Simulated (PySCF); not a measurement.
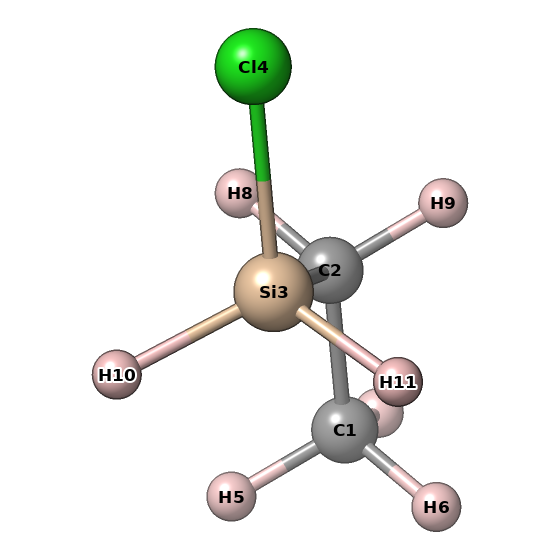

C2 lies behind Si3. The molecule seen a little off the Si3–C2 bond, Si3 in front. Depth is shown by fading: the farther an atom, the more it takes the colour of the background. The computed structure is the end point of a PBE0-D3(BJ)/def2-SVP optimisation. No frequency run is at hand to confirm it as a minimum.

What is the torsion angle Cl4–Si3–C2–C1? The sign is positive where the front bond must turn clockwise to cover the back bond.

−179°, antiperiplanar (anti). The bonds about Si3–C2 are staggered.
